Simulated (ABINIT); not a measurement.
# A GW chain in ABINIT: WS2 (Tungstenite)

Wanted: ground state, empty states, screening and self-energy for WS2 (Tungstenite).

Main program and level: ABINIT 10.8.3; PBE and many-body steps on it, plane waves.

### Step 1. The starting structure

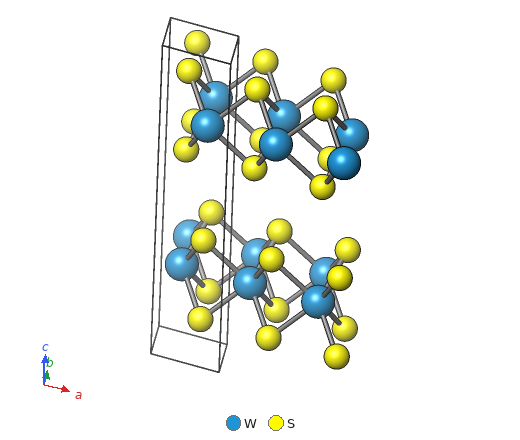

The starting structure, seen slightly off an axis (tungsten blue, sulfur yellow). 3×2×1 cells are drawn.

The cell and positions come from the Crystallography Open Database and are kept as given unless a step says otherwise. Spin-orbit coupling is left out unless a step names it.

### Step 2. Ground state

This step: ABINIT 10.8.3; DFT, PBE, plane waves, norm-conserving pseudopotentials.

The ground-state density comes first.

File run.abi:

```
acell 3*1.0 Angstrom
rprim 
  3.153199999992 0.000000000002 0.000000000000
  -1.576599999998 2.730751303206 0.000000000000
  0.000000000000 0.000000000000 12.323000000000
ntypat 2
znucl 74 16
natom 6
typat 1 1 2 2 2 2
xred 
  0.333333333333 0.666666666667 0.250000000000
  0.666666666667 0.333333333333 0.750000000000
  0.333333333333 0.666666666667 0.622500000000
  0.666666666667 0.333333333333 0.122500000000
  0.333333333333 0.666666666667 0.877500000000
  0.666666666667 0.333333333333 0.377500000000
pp_dirpath "pseudos"
pseudos "W.upf, S.upf"
ecut 31
ngkpt 6 6 2
nshiftk 1
shiftk 0 0 0
kptopt 1
chksymbreak 0
nband 33
occopt 1
tolvrs 1e-10
nstep 60
prtwf 0
optforces 0
optstress 0
indata_prefix "in"
outdata_prefix "out"
tmpdata_prefix "tmp"
```

Started as:

```sh
OMP_NUM_THREADS=1 mpirun -n 4 abinit run.abi > log
```

Numbers of over 12 decimals in the logs are rounded to 6 here.

The program printed:

```text
.Version 10.8.3 of ABINIT. v10.8.2 released Aug 2026.

 Symmetries : space group P6_3/m m c (#194); Bravais hP (primitive hexag.)
================================================================================
 Values of the parameters that define the memory need of the present run
     intxc =       0    ionmov =       0      iscf =       7    lmnmax =       8
     lnmax =       8     mgfft =     120  mpssoang =       4    mqgrid =    5837
     natom =       6  nloc_mem =       1    nspden =       1   nspinor =       1
    nsppol =       1      nsym =      24    n1xccc =    2501    ntypat =       2
    occopt =       1   xclevel =       2
-    mband =          33        mffmem =           1         mkmem =           4
       mpw =        5944          nfft =      108000          nkpt =          14
================================================================================
  Rough estimation (10% accuracy) of disk space for files :
================================================================================

--------------------------------------------------------------------------------
------------- Echo of variables that govern the present computation ------------
--------------------------------------------------------------------------------
 -outvars: echo values of preprocessed input variables --------
            acell      1.8897261259E+00  1.8897261259E+00  1.8897261259E+00 Bohr

      chksymbreak           0
             ecut      3.10000000E+01 Hartree
-          fftalg         312

              ixc     -101130
              kpt      0.00000000E+00  0.00000000E+00  0.00000000E+00
                       1.66666667E-01  0.00000000E+00  0.00000000E+00
                       3.33333333E-01  0.00000000E+00  0.00000000E+00
                       5.00000000E-01  0.00000000E+00  0.00000000E+00
                       1.66666667E-01  1.66666667E-01  0.00000000E+00
                       3.33333333E-01  1.66666667E-01  0.00000000E+00
                       3.33333333E-01  3.33333333E-01  0.00000000E+00
                       0.00000000E+00  0.00000000E+00  5.00000000E-01
                       1.66666667E-01  0.00000000E+00  5.00000000E-01
                       3.33333333E-01  0.00000000E+00  5.00000000E-01
                       5.00000000E-01  0.00000000E+00  5.00000000E-01
[...]
kptrlatt        6    0    0      0    6    0      0    0    2
          kptrlen      3.57521065E+01
P           mkmem           4
            natom           6
            nband          33
            ngfft          30      30     120
             nkpt          14
            nstep          60
             nsym          24
           ntypat           2
              occ      2.000000  2.000000  2.000000  2.000000  2.000000  2.000000
                       2.000000  2.000000  2.000000  2.000000  2.000000  2.000000
                       2.000000  2.000000  2.000000  2.000000  2.000000  2.000000
                       2.000000  2.000000  2.000000  2.000000  2.000000  2.000000
                       2.000000  2.000000  0.000000  0.000000  0.000000  0.000000
[...]
optforces           0
        optstress           0
            prtwf           0
            rprim      3.1532000000E+00  2.0000000000E-12  0.0000000000E+00
[...]
spgroup         194

           tolvrs      1.00000000E-10

             xred      3.3333333333E-01  6.6666666667E-01  2.5000000000E-01
[...]
znucl       74.00000   16.00000

================================================================================

 chkinp: Checking input parameters for consistency.

================================================================================
== DATASET  1 ==================================================================
-   mpi_nproc: 4, omp_nthreads: 1 (-1 if OMP is not activated)

--- !DatasetInfo
iteration_state: {dtset: 1, }
dimensions: {natom: 6, nkpt: 14, mband: 33, nsppol: 1, nspinor: 1, nspden: 1, mpw: 5944, }
cutoff_energies: {ecut:  31.0, pawecutdg:  -1.0, }
electrons: {nelect:   5.20000000E+01, charge:   0.00000000E+00, occopt:   1.00000000E+00, tsmear:   1.00000000E-02, }

 Real(R)+Recip(G) space primitive vectors, cartesian coordinates (Bohr,Bohr^-1):
 R(1)=  5.9586844  0.0000000  0.0000000  G(1)=  0.1678223  0.0968922  0.0000000
 R(2)= -2.9793422  5.1603721  0.0000000  G(2)=  0.0000000  0.1937845  0.0000000
 R(3)=  0.0000000  0.0000000 23.2870950  G(3)=  0.0000000  0.0000000  0.0429422
 Unit cell volume ucvol=  7.1605555E+02 bohr^3
 Angles (23,13,12)=  9.00000000E+01  9.00000000E+01  1.20000000E+02 degrees

 getcut: wavevector=  0.0000  0.0000  0.0000  ngfft=  30  30 120
         ecut(hartree)=     31.000   => boxcut(ratio)=   2.01023

--- Pseudopotential description ------------------------------------------------
- W Generated using ONCVPSP code by D. R. Hamann
- 74.00000  14.00000  171031                  znucl, zion, pspdat
12 -101130 3 -1 1396                          pspcod,pspxc,lmax,lloc,mmax
     nproj     2     2     2     2
  pspatm : epsatm=   11.70739509
         --- l  ekb(1:nproj) -->
[...]
pspatm: atomic psp has been read  and splines computed

- S Generated using ONCVPSP code by D. R. Hamann
- 16.00000   6.00000  171031                  znucl, zion, pspdat
12 -101130 2 -1 1146                          pspcod,pspxc,lmax,lloc,mmax
     nproj     2     2     2     0
  pspatm : epsatm=    9.01821529
         --- l  ekb(1:nproj) -->
[...]
pspatm: atomic psp has been read  and splines computed

   3.09335787E+03                                ecore*ucvol(ha*bohr**3)
--------------------------------------------------------------------------------

_setup2: Arith. and geom. avg. npw (full set) are    5903.792    5903.746

================================================================================

--- !BeginCycle
iteration_state: {dtset: 1, }
solver: {iscf: 7, nstep: 60, nline: 4, wfoptalg: 0, }
tolerances: {tolvrs: 1.00E-10, }

     iter   Etot(hartree)      deltaE(h)  residm     vres2
 ETOT  1  -195.84886537400    -1.958E+02 8.652E-02 1.579E+02
 ETOT  2  -195.89030693970    -4.144E-02 3.711E-02 1.176E+03
 ETOT  3  -196.02861226715    -1.383E-01 1.384E-02 8.356E+00
 ETOT  4  -196.02942917523    -8.169E-04 5.021E-03 2.556E+00
 ETOT  5  -196.02958716226    -1.580E-04 4.625E-03 2.055E-02
 ETOT  6  -196.02958981700    -2.655E-06 1.050E-03 8.045E-03
 ETOT  7  -196.02959029102    -4.740E-07 8.389E-04 2.987E-05
 ETOT  8  -196.02959029387    -2.853E-09 5.135E-04 2.264E-06
 ETOT  9  -196.02959029410    -2.319E-10 1.853E-04 7.420E-08
 ETOT 10  -196.02959029411    -1.396E-11 4.535E-04 3.028E-09
 ETOT 11  -196.02959029411     3.951E-12 1.653E-04 3.322E-10
 ETOT 12  -196.02959029411    -4.292E-12 4.851E-04 6.888E-12

 At SCF step   12       vres2   =  6.89E-12 < tolvrs=  1.00E-10 =>converged.

--- !ResultsGS
iteration_state: {dtset: 1, }
comment   : Summary of ground state results
lattice_vectors:
- [  5.9586844,   0.0000000,   0.0000000, ]
- [ -2.9793422,   5.1603721,   0.0000000, ]
- [  0.0000000,   0.0000000,  23.2870950, ]
lattice_lengths: [   5.95868,    5.95868,   23.28710, ]
lattice_angles: [ 90.000,  90.000, 120.000, ] # degrees, (23, 13, 12)
lattice_volume:   7.1605555E+02
convergence: {deltae: -4.292E-12, res2:  6.888E-12, residm:  4.851E-04, diffor:  0.000E+00, }
etotal    :  -1.96029590E+02
entropy   :   0.00000000E+00
fermie    :   3.49444803E-01
cartesian_stress_tensor: null
pressure_GPa: null
xred      :
- [  3.3333E-01,   6.6667E-01,   2.5000E-01,  W]
- [  6.6667E-01,   3.3333E-01,   7.5000E-01,  W]
- [  3.3333E-01,   6.6667E-01,   6.2250E-01,  S]
- [  6.6667E-01,   3.3333E-01,   1.2250E-01,  S]
- [  3.3333E-01,   6.6667E-01,   8.7750E-01,  S]
- [  6.6667E-01,   3.3333E-01,   3.7750E-01,  S]
cartesian_forces: null
force_length_stats: {min: null, max: null, mean: null, }

 Integrated electronic density in atomic spheres:
 ------------------------------------------------
 Atom  Sphere_radius  Integrated_density
[...]
================================================================================

 ----iterations are completed or convergence reached----

 Mean square residual over all n,k,spin=   29.308E-07; max=  48.513E-05
 reduced coordinates (array xred) for    6 atoms
[...]
0.666666666667      0.333333333333      0.750000000000
       0.333333333333      0.666666666667      0.622500000000
       0.666666666667      0.333333333333      0.122500000000
       0.333333333333      0.666666666667      0.877500000000
       0.666666666667      0.333333333333      0.377500000000
 rms dE/dt=  0.0000E+00; max dE/dt=  0.0000E+00; dE/dt below (all hartree)
    1       0.000000000000      0.000000000000      0.000000000000
    2       0.000000000000      0.000000000000      0.000000000000
    3       0.000000000000      0.000000000000      0.000000000000
    4       0.000000000000      0.000000000000      0.000000000000
    5       0.000000000000      0.000000000000      0.000000000000
    6       0.000000000000      0.000000000000      0.000000000000

 cartesian coordinates (angstrom) at end:
    1     -1.33e-12     1.820501     3.080750
    2      1.576600     0.910250     9.242250
    3     -1.33e-12     1.820501     7.671068
    4      1.576600     0.910250     1.509567
    5     -1.33e-12     1.820501    10.813432
    6      1.576600     0.910250     4.651933
 length scales=  1.889726125908  1.889726125908  1.889726125908 bohr
              =  1.000000000000  1.000000000000  1.000000000000 angstroms
 prteigrs : about to open file out_EIG
 Fermi (or HOMO) energy (hartree) =   0.34944   Average Vxc (hartree)=  -0.41084
 Eigenvalues (hartree) for nkpt=  14  k points:
 kpt#   1, nband= 33, wtk=  0.01389, kpt=  0.0000  0.0000  0.0000 (reduced coord)
  -2.39287   -2.39287   -1.07959   -1.07958   -1.07265   -1.07265   -1.07265   -1.07265
  -0.22539   -0.21688   -0.16868   -0.15256    0.06843    0.10714    0.20801    0.22170
   0.22170    0.22222    0.22222    0.26709    0.26709    0.26906    0.26906    0.29374
   0.30457    0.34944    0.43436    0.43442    0.43474    0.43539    0.43621    0.43925
   0.44308
 prteigrs : prtvol=0 or 1, do not print more k-points.

--- !EnergyTerms
iteration_state     : {dtset: 1, }
comment             : Components of total free energy in Hartree
kinetic             :  5.62979939841233E+01
hartree             :  5.12043006772170E+01
xc                  : -4.59534279595050E+01
Ewald energy        : -1.20345391836037E+02
psp_core            :  4.31999703190776E+00
local_psp           : -1.72738556694186E+02
non_local_psp       :  3.11854945023664E+01
total_energy        : -1.96029590294114E+02
total_energy_eV     : -5.33423689713455E+03
band_energy         : -1.79620718601513E+01

== END DATASET(S) ==============================================================
================================================================================

 -outvars: echo values of variables after computation  --------
           etotal     -1.9602959029E+02
            nband          33
             nkpt          14
          spgroup         194
 [... the other variables as echoed above ...]

 Calculation completed.
```

Run time: 39 s. Hardware: 4 MPI ranks of Arm Neoverse V1, shared host; peak memory 0.37 GiB.

This step gave:

```
total energy               : -5334.2369 eV
gap                        : 0.9807 eV
k of the valence top       : 0, 0, 0
k of the conduction bottom : 0.1667, 0.1667, 0
least direct gap           : 1.837 eV
```

The gap is indirect, with the least direct gap 0.86 eV higher.

(Continued in part 2 of 3.)

[Paths, hosts, dates, memory and timing lines, banners, echoed tables and standing remarks are left out of the program output.]

[Logs are printed without paths, hosts, clocks, repeated set-up lines and the standing remarks that a program may print on its own settings, such as how far it seeks lower states.]

[Runs of the session that timed out or met a known fault of the program may be left out.]

[Hosts, paths, dates, database ids (printed as entryN), source tags and the programs' standing remarks are cut or masked in the printed files.]

[G0W0 gaps are taken among the corrected bands and points alone; a level outside them can change the order at an edge.]

[Where Ansatz stands beside ABINIT at settings called matched, ABINIT's density can come from a denser mesh and the files from another edition; pairs whose starting gaps differed by over 0.03 eV were left out, so agreement reads better than it is.]
